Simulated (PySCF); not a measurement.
## A study: C$_{2}$H$_{5}$F$_{3}$, SMILES `FCF.CF`

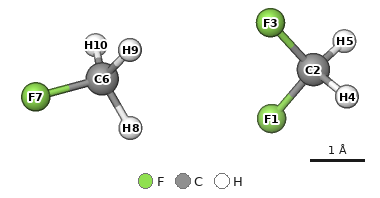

The molecule, with its atoms numbered as below. The pair's geometry is semi-empirical, so its contact may be too short or too long.

Coordinates in Å:

```
F1      -1.3826    1.0895   -0.0194
C2      -2.1580   -0.0052    0.0777
F3      -1.3613   -1.0849   -0.0164
H4      -2.6458   -0.0086    1.0617
H5      -2.8680   -0.0135   -0.7599
C6       1.7955   -0.0075   -0.1986
F7       3.1080    0.0104    0.1809
H8       1.3198    0.8964    0.1820
H9       1.3328   -0.8999    0.2229
H10      1.7593   -0.0328   -1.2880
```

Part 1: Bonding charge

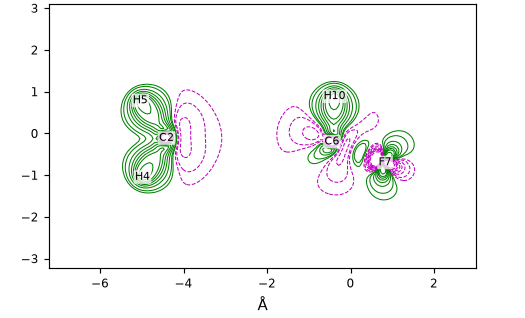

Deformation density (molecule less spherical, spin-averaged free atoms) in the plane of C2, H4, H5, C6, F7 and H10; contours at ±0.05 to ±0.8 e/Å³; solid green lines: gain, dashed magenta lines: loss.

PySCF calculation, TPSS/6-311+G**, gas phase; geometry: GFN2-xTB.

Describe the bonding that the map shows.

Answer. C2–H5: +0.81 e/Å³ at the bond critical point (bond length 1.10 Å). C2–H4: +0.81 e/Å³ at the bond critical point (bond length 1.10 Å). C6–H10: +0.74 e/Å³ at the bond critical point (bond length 1.09 Å). C6–F7: −0.14 e/Å³ at the bond critical point (bond length 1.37 Å); up to 0.6 Å beside the axis the gain reaches +0.18 e/Å³. In all, 2.2 electrons gather in the regions of gain relative to the promolecule. A small or negative value marks a very polar bond, one between electron-rich atoms, whose free-atom densities already overlap strongly, a long bond to a heavier atom, or a closed-shell contact such as a hydrogen bond.

Where do the Hirshfeld charges lie?

Answer. The highest Hirshfeld charge is on C2 (+0.14 e), the lowest on F7 (−0.14 e).

```tsv
atom	charge (e)
F1	−0.10
C2	+0.14
F3	−0.10
H4	+0.05
H5	+0.05
C6	0.00
F7	−0.14
H8	+0.03
H9	+0.03
H10	+0.04
```

Part 2: Bond critical points

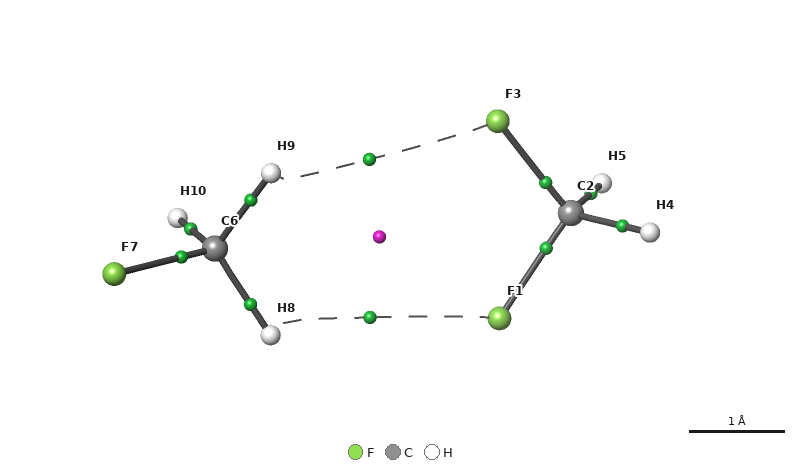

Molecular graph of the electron density (QTAIM): bond paths, bond critical points (green), ring points (magenta, if any); weak paths are dashed.

How many critical points of each kind are there, and does the count close?

Answer. 10 nuclei, 10 bond, 1 ring and 0 cage critical points: 10 − 10 + 1 − 0 = 1, as the Poincaré–Hopf relation requires.

Give the properties at the bond critical points.

Answer.
```tsv
bond	length (Å)	ρ (a.u.)	∇²ρ (a.u.)	ε	H (a.u.)
C2–H5	1.098	0.291	−1.03	0.02	−0.287
C2–H4	1.098	0.291	−1.03	0.02	−0.287
C6–H9	1.090	0.286	−0.99	0.05	−0.285
C6–H8	1.090	0.286	−0.99	0.05	−0.285
C6–H10	1.090	0.285	−0.99	0.05	−0.284
F1–C2	1.345	0.262	+0.01	0.24	−0.353
C2–F3	1.345	0.262	+0.01	0.24	−0.353
C6–F7	1.366	0.240	+0.15	0.00	−0.311
F3–H9	2.711	0.005	+0.02	0.09	+0.001
F1–H8	2.717	0.005	+0.02	0.08	+0.001
```

What kind of interaction is F1–C2?

Answer. Polar or intermediate (positive Laplacian, negative energy density H): ρ = 0.262, ∇²ρ = +0.01, H = −0.353 a.u. Its ellipticity of 0.24 shows that the density isn't cylindrical about the bond.

Are there bond paths between atoms that aren't covalently bonded?

Answer. Yes: F3–H9 (2.71 Å, ρ = 0.005); F1–H8 (2.72 Å, ρ = 0.005).

Part 3: Local ionisation energy

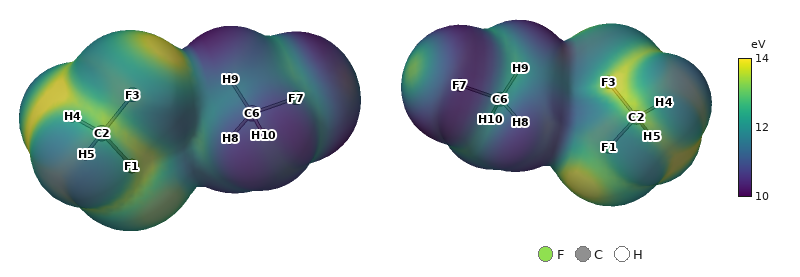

Average local ionisation energy on the surface of electron density 0.001 a.u. (back view left, front view right).

Locate the minima of the map.

Answer. The lowest value is 10.1 eV, 1.4 Å from H10. Further minima include 10.1 eV, 1.7 Å from F7; 10.1 eV, 1.4 Å from H9, and at like points elsewhere. For comparison, the highest occupied orbital lies at −7.8 eV.

Part 4: Weak contacts

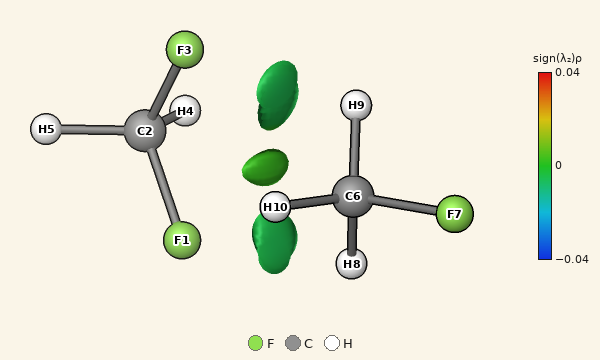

Non-covalent interaction surfaces between the fragments (reduced density gradient s = 0.6, coloured by sign(λ₂)ρ in a.u.; trimmed to the region between the fragments where ρ is under 0.06 a.u.). Fragment A: H2CF2 (atoms 1–5); fragment B: H3CF.

Level of theory: TPSS/6-311+G** (PySCF), at a geometry from GFN2-xTB.

How strongly are they bound?

Answer. The counterpoise-corrected interaction energy of the frozen fragments is −0.4 kcal/mol without dispersion correction and −1.1 kcal/mol with D3(BJ). The pair geometry is semi-empirical, not a minimum at this level.

Part 5: Binding density

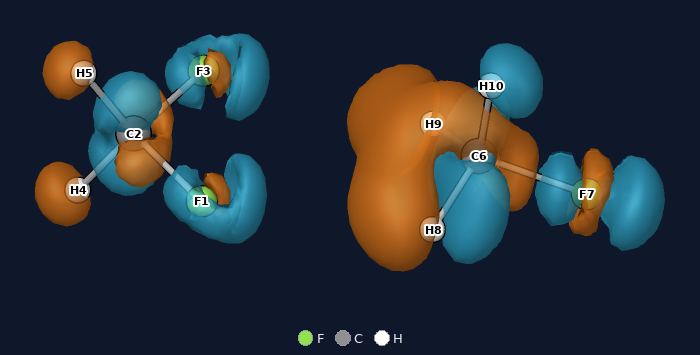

Density of the complex less the densities of the two fragments at the same geometry, ±0.0015 e/Å³ (light blue: gain, orange: loss). Fragment A: H2CF2 (atoms 1–5); fragment B: H3CF.

Which way does charge flow?

Answer. Hirshfeld charges show almost no net transfer (under 0.005 e). By Hirshfeld charges, electrons gather most on F7 (−0.006 e) and leave H8 most (+0.003 e); 0.03 e is displaced in all, which induces a dipole of 0.20 D.
